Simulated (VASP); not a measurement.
Band structure of Si₂Mo₃ (space group P4/mbm). Method: PBEsol GGA, VASP's PBE PAW potentials (set 64) (plane waves; VASP 6.6.1).

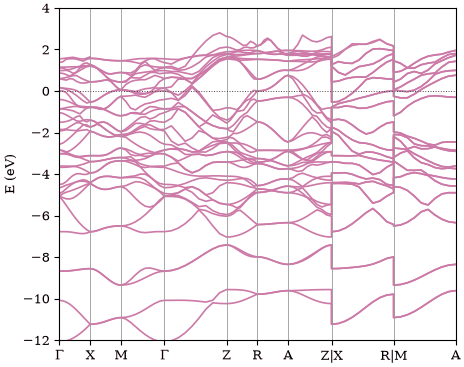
Bands along high-symmetry lines, zero at the valence-band maximum or, without a gap, the Fermi level

Task: Read the plot: is there a gap, and where are the band edges?

Result: It has no gap at this level: it comes out as a metal or semimetal. (Edges off the drawn lines would not show.)

The structure comes from a computed database's Si2Mo3 entry (P4/mbm); how it stands against other phases isn't given here. It was relaxed first.
